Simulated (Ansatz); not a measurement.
## CH5ClOSi: a changed input and its effect

System: CH5ClOSi, SMILES OC[SiH2]Cl.
Method of run 1: RKS PBE0-D4/def2-TZVP (Ansatz 0.2.0).

Text and figures count atoms from 1; the logs count them from 0 in places.

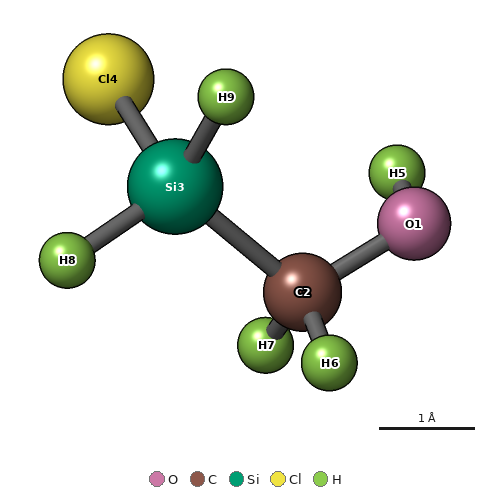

Fig. 1: The input geometry (ball-and-stick view, seen at a tilt; atoms are numbered from 1 in the order of the input).

The input, run 1:
```yaml
crystal:
  periodic: [false, false, false]
  atoms:
    - { symbol: O, position_ang: [-0.201089, 1.578611, -0.70977] }
    - { symbol: C, position_ang: [0.674786, 0.526416, -0.347218] }
    - { symbol: Si, position_ang: [-0.000494, -0.494564, 1.082187] }
    - { symbol: Cl, position_ang: [-1.571689, -1.591927, 0.307008] }
    - { symbol: H, position_ang: [-0.966507, 1.195188, -1.149452] }
    - { symbol: H, position_ang: [1.618081, 0.989553, -0.040573] }
    - { symbol: H, position_ang: [0.909029, -0.125794, -1.200962] }
    - { symbol: H, position_ang: [1.007207, -1.442725, 1.618597] }
    - { symbol: H, position_ang: [-0.551546, 0.355116, 2.162869] }
basis:
  gaussian: { orbitals: def2-TZVP }
hamiltonian:
  xc: pbe0
  dispersion: d4
output:
  forces: true
```

Launched with:
```bash
ansatz run input.yaml --threads 1 --pin off --max-ram 2560MiB --backend cpu --events-out ev --progress --plain --runs-dir out
```

Hardware: 1 thread of Intel Xeon (Granite Rapids), 192 GiB of memory available, shared host.

Output (run 1):
```
Engine: ansatz 0.2.0, x86_64-unknown-linux-gnu
Functional definition: PBE0
  parameter a = 0.25
  parameter kappa = 0.804
  parameter beta = 0.06672455060314922
  exchange = (1 - a)*pbe_x(kappa = kappa, mu = beta*pi^2/3) + a*exact_x
  correlation = pbe_c(beta = beta)
1087 factors; their error is unknown
mean field evaluation 1: about -23553.0875 eV, gradient 4.9e1 eV
mean field evaluation 2: about -23548.6854 eV, gradient 6.8e1 eV
mean field evaluation 4: about -23557.7366 eV, gradient 3.3e0 eV
mean field evaluation 8: about -23557.7595 eV, gradient 3.0e-2 eV
mean field evaluation 16: about -23557.8288 eV, gradient 6.9e-5 eV
mean field -23557.82883137 eV, -865.7342414830 hartree, gradient 6.9e-5 eV, S^2 0.000000; 0 other end points of the search recorded, 0 dependent functions left out
the calculation of the forces begins
reference -23557.82886152 eV, -865.7342425910 hartree; 25, 25 occupied and 141, 141 virtual orbitals, 1087 factors
Total energy: -23557.98379541 eV, -865.7399363062 hartree
Atom 0 at    -0.201089     1.578611    -0.709770 Å, force    -0.111637     0.001151    -0.136942 eV/Å
Atom 1 at     0.674786     0.526416    -0.347218 Å, force     0.116260     0.015628     0.074788 eV/Å
Atom 2 at    -0.000494    -0.494564     1.082187 Å, force    -0.083440    -0.069852    -0.078089 eV/Å
Atom 3 at    -1.571689    -1.591927     0.307008 Å, force    -0.035788    -0.009981     0.044692 eV/Å
Atom 4 at    -0.966507     1.195188    -1.149452 Å, force     0.025019     0.029001     0.076530 eV/Å
Atom 5 at     1.618081     0.989553    -0.040573 Å, force     0.003797     0.028647    -0.010313 eV/Å
Atom 6 at     0.909029    -0.125794    -1.200962 Å, force     0.039134     0.007227     0.053902 eV/Å
Atom 7 at     1.007207    -1.442725     1.618597 Å, force     0.006698    -0.022752    -0.013317 eV/Å
Atom 8 at    -0.551546     0.355116     2.162869 Å, force     0.039957     0.020930    -0.011251 eV/Å
Dipole moment:     0.205392    -0.069339    -0.050198 e Å
```

For run 2 the input was changed thus:
```diff
-    - { symbol: Si, position_ang: [-0.000494, -0.494564, 1.082187] }
-    - { symbol: Cl, position_ang: [-1.571689, -1.591927, 0.307008] }
+    - { symbol: Si, position_ang: [-0.258628, -1.021093, 0.177716] }
+    - { symbol: Cl, position_ang: [1.183904, -2.420826, 0.661053] }
-    - { symbol: H, position_ang: [1.618081, 0.989553, -0.040573] }
-    - { symbol: H, position_ang: [0.909029, -0.125794, -1.200962] }
-    - { symbol: H, position_ang: [1.007207, -1.442725, 1.618597] }
-    - { symbol: H, position_ang: [-0.551546, 0.355116, 2.162869] }
+    - { symbol: H, position_ang: [1.271864, 0.886477, 0.496694] }
+    - { symbol: H, position_ang: [1.383789, 0.286066, -1.15262] }
+    - { symbol: H, position_ang: [-1.099323, -0.788093, 1.378195] }
+    - { symbol: H, position_ang: [-1.065002, -1.587791, -0.927772] }
```

Predict how the results change.

With the same method and basis, run 2 lies 1.7 kcal/mol higher. The largest force goes from 0.177 to 0.683 eV/Å.

Output (run 2):
```
Engine: ansatz 0.2.0, x86_64-unknown-linux-gnu
Functional definition: PBE0
  parameter a = 0.25
  parameter kappa = 0.804
  parameter beta = 0.06672455060314922
  exchange = (1 - a)*pbe_x(kappa = kappa, mu = beta*pi^2/3) + a*exact_x
  correlation = pbe_c(beta = beta)
1087 factors; their error is unknown
mean field evaluation 1: about -23553.0206 eV, gradient 4.9e1 eV
mean field evaluation 2: about -23548.5477 eV, gradient 6.9e1 eV
mean field evaluation 4: about -23557.6660 eV, gradient 3.4e0 eV
mean field evaluation 8: about -23557.6890 eV, gradient 2.9e-2 eV
mean field evaluation 16: about -23557.7584 eV, gradient 9.4e-5 eV
mean field -23557.75839330 eV, -865.7316529315 hartree, gradient 1.8e-5 eV, S^2 0.000000; 0 other end points of the search recorded, 0 dependent functions left out
the calculation of the forces begins
reference -23557.75842401 eV, -865.7316540601 hartree; 25, 25 occupied and 141, 141 virtual orbitals, 1087 factors
Total energy: -23557.90882213 eV, -865.7371810893 hartree
Atom 0 at    -0.201089     1.578611    -0.709770 Å, force    -0.303298     0.007994    -0.087982 eV/Å
Atom 1 at     0.674786     0.526416    -0.347218 Å, force    -0.033028    -0.049778     0.054848 eV/Å
Atom 2 at    -0.258628    -1.021093     0.177716 Å, force     0.559622    -0.226267     0.319449 eV/Å
Atom 3 at     1.183904    -2.420826     0.661053 Å, force    -0.132563     0.011887    -0.005242 eV/Å
Atom 4 at    -0.966507     1.195188    -1.149452 Å, force     0.086994     0.230021    -0.114371 eV/Å
Atom 5 at     1.271864     0.886477     0.496694 Å, force     0.006463    -0.082318    -0.000354 eV/Å
Atom 6 at     1.383789     0.286066    -1.152620 Å, force    -0.040403    -0.016599    -0.004127 eV/Å
Atom 7 at    -1.099323    -0.788093     1.378195 Å, force    -0.032845     0.021334    -0.087030 eV/Å
Atom 8 at    -1.065002    -1.587791    -0.927772 Å, force    -0.110941     0.103726    -0.075190 eV/Å
Dipole moment:    -0.216380    -0.009079    -0.153842 e Å
```

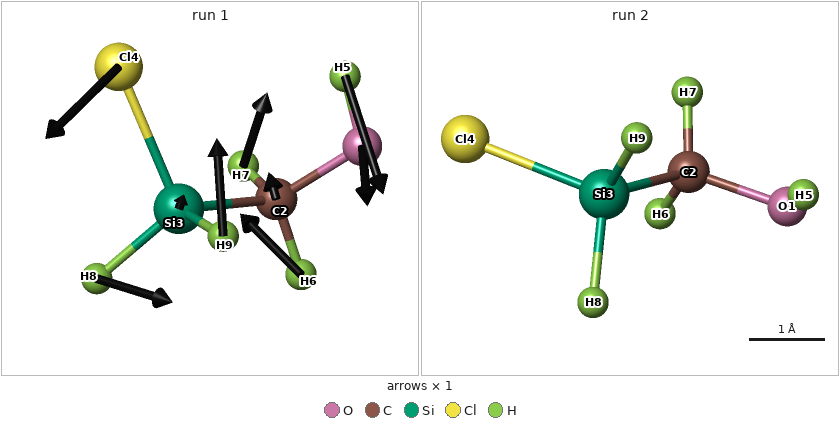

Fig. 2: The two input geometries at one scale (ball-and-stick view, seen at a tilt). The black arrows on the first give the shifts of the atoms after the best rigid fit, at true length. H5 moves most after the best rigid fit: 1.75 Å. By element the largest moves are H 1.75 Å, Cl 1.55 Å, O 0.86 Å, C 0.39 Å, Si 0.21 Å.

The two runs side by side:

| quantity | run 1 | run 2 |
| --- | --- | --- |
| outcome | converged | converged |
| total energy (hartree) | −865.739936 | −865.737181 |
| largest force (eV/Å) | 0.177 | 0.683 |
| basis functions | 166 | 166 |
| wall time (shared host) | 3.8 s | 3.7 s |
